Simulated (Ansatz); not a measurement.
FHLiOSi (charge +1)

Input file:

```
basis:
  gaussian: {orbitals: def2-TZVPD}
crystal:
  periodic: [false, false, false]
  atoms:
    - symbol: F
      position_ang: [0.043075, 0.157949, 0.556938]
    - symbol: Li
      position_ang: [0.458287, -3.934662, -0.753813]
    - symbol: O
      position_ang: [-0.046949, -2.583413, 0.224050]
    - symbol: Si
      position_ang: [-0.433881, -1.297814, 1.016050]
    - symbol: H
      position_ang: [-1.254491, -1.248372, 2.240695]
total_charge: 1
hamiltonian: {xc: {name: PBE0}}
magnetization: {spin_polarized: false}
output: {forces: true, orbitals: {seedname: orbitals}}
```

Launched as:

```sh
ansatz run input.yaml --threads 1 --pin off --max-ram 2610MiB --events-out events.jsonl --progress --plain --runs-dir runs
```

Geometry: BLYP-D3(BJ)/def2-SVP.

Computed with isolated molecule in a Gaussian basis; Kohn-Sham density functional theory, functional PBE0 (Ansatz).

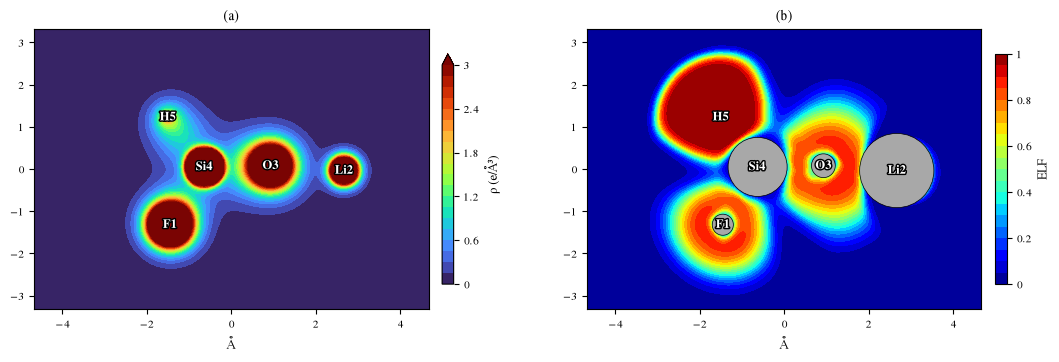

Figure 1. (a) total electron density; (b) ELF on the molecular plane. Grey discs cover the atomic cores in the ELF map.

Q: Describe what can be read from this map.

A:
- The plane passes through F, Li, O, Si and H nuclei.
- Si–O (1.56 Å): the density is about 1.4 e/Å³ at the midpoint; the ELF peaks at about 0.85 between the atoms: a polar covalent bond.
- Si–F (1.60 Å): ρ is about 1.2 e/Å³ halfway; the ELF peaks at about 0.85 in the valence shell of F, 0.6 Å from its nucleus, and is about 0.55 at the midpoint.
- Li–O (1.74 Å): ρ is about 0.57 e/Å³ halfway; the ELF peaks at about 0.90 in the valence shell of O, 0.6 Å from its nucleus, and falls to about 0.15 next to Li: an ionic contact with no shared pair.
- Si–H (1.47 Å): ρ is about 0.89 e/Å³ halfway; the ELF climbs to about 1 towards the hydrogen, as it does in any bond to H.
- The ELF also peaks beside F1, away from the bonds: lone-pair regions.

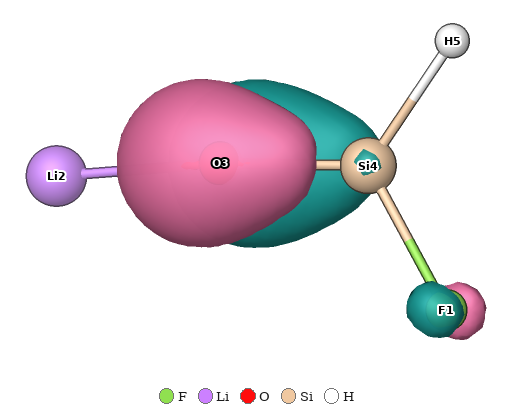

Figure 2. The HOMO−1 at ±0.2 Å⁻³ᐟ² (teal and pink are the two phases), seen at a tilt.

Q: Where does this orbital lie, and at what energy?

A: By Hirshfeld shares it lies mainly on O3 (about 75 %) and Si4 (about 20 %); it changes sign across the molecular plane (π type). Its energy is −15.04 eV.

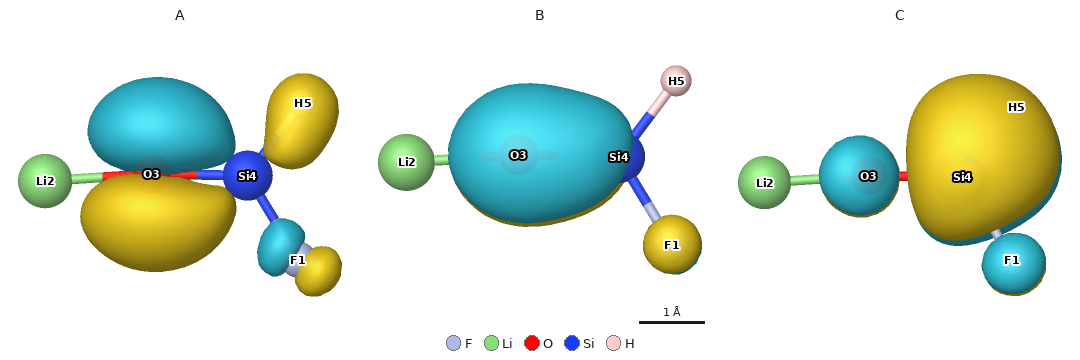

Figure 3. Three frontier orbitals at ±0.1 Å⁻³ᐟ² (yellow and cyan are the two phases), in no order.

Q: Order the three orbitals by energy and name them.

A: B is the HOMO−1 (−15.04 eV). Its weight (Hirshfeld) is mainly on O3 (about 75 %) and Si4 (about 20 %); it changes sign across the molecular plane (π type). A is the HOMO (−14.65 eV). It lies mainly on O3 (about 75 %); it is symmetric in the molecular plane (an in-plane orbital: σ, lone-pair or in-plane π type); largely a lone pair of O3. C is the LUMO (−6.59 eV). It lies mainly on Si4 (about 70 %), O3 (about 10 %), H5 (about 10 %) and F1 (about 5 %); it changes sign across the molecular plane (π type).

Q: What is the HOMO–LUMO gap?

A: 8.06 eV between the orbital energies.
